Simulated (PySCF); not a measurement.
```xyz
2

Ge    0.0000    0.0000   -0.7078
Cl    0.0000    0.0000    1.4962
```

The calculation used PBE0/pcseg-1, non-relativistic, at a bond length of 2.204 Å in PySCF 2.14.0.

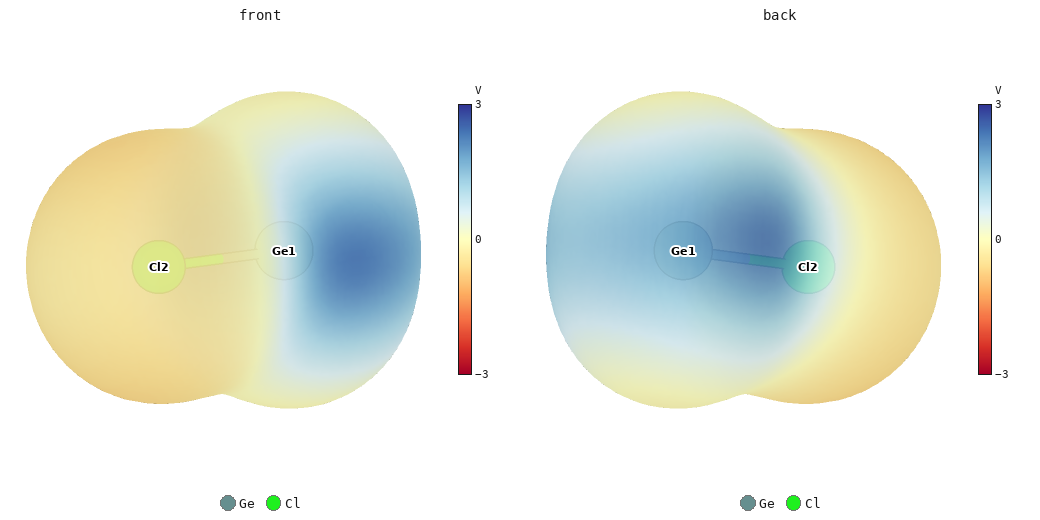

GeCl (doublet). The molecular electrostatic potential painted on the density surface at 0.002 e/bohr³, seen from the front and from behind; the colour scale runs from red (negative) to blue (positive).

Q: Where is the surface potential most negative and most positive?

A: The most negative region (about −0.7 V) lies over Cl2, the most positive (about +2.4 V) over Ge1.
